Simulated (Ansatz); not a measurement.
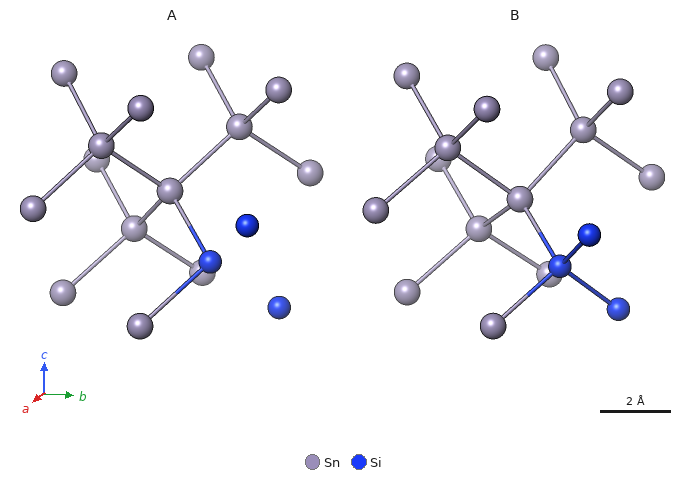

Two geometries of solid Sn₅₆Si₈ (a generated structure, set up in P1), drawn at one scale. One is the start of a relaxation, the other its converged end. The picture is a ball-and-stick view of the atoms within 5.0 Å of the atom that moves most (axes of the cell of the calculation (origin shifted)), seen slightly off an axis.

All numbers below come from DFT, PBEsol, PAW, plane waves (Ansatz). Set-up: plane-wave cutoff 420 eV; k-point mesh 1 × 1 × 1; mesh shifted by (0.25, 0.25, 0.25); no spin polarisation; cell relaxed at fixed shape; force threshold 0.03 eV/Å; at most 80 steps.

Which of the two is the end point?

Structure B is the relaxed one. Over 6 geometry steps the energy falls by 66.1 meV per atom. The largest force component goes from 1.5 to 0.0068 eV/Å. Pressure: 0.51 GPa at the start and 0.00 GPa at the end. The largest moves relative to the cell, 0.36 Å, are those of Sn atoms. By element the largest moves are Sn 0.36 Å, Si 0.33 Å. The volume changes by −0.7 %, with a = b = c 12.813 → 12.781 Å (−0.3 %). Near-neighbour distances that change, for instance: Si–Si 2.776 → 2.436 Å, Si–Si 2.726 → 2.439 Å, Si–Sn 2.812 → 2.642 Å, Si–Sn 2.788 → 2.683 Å. Among the angles between lasting bonds that change: Sn–Sn–Sn 110.9° → 103.6°, Sn–Sn–Si 109.0° → 115.8°, Sn–Sn–Sn 109.9° → 116.6°. The space group (tolerance 0.01 Å) goes from P1 (No. 1) to Cm (No. 8).
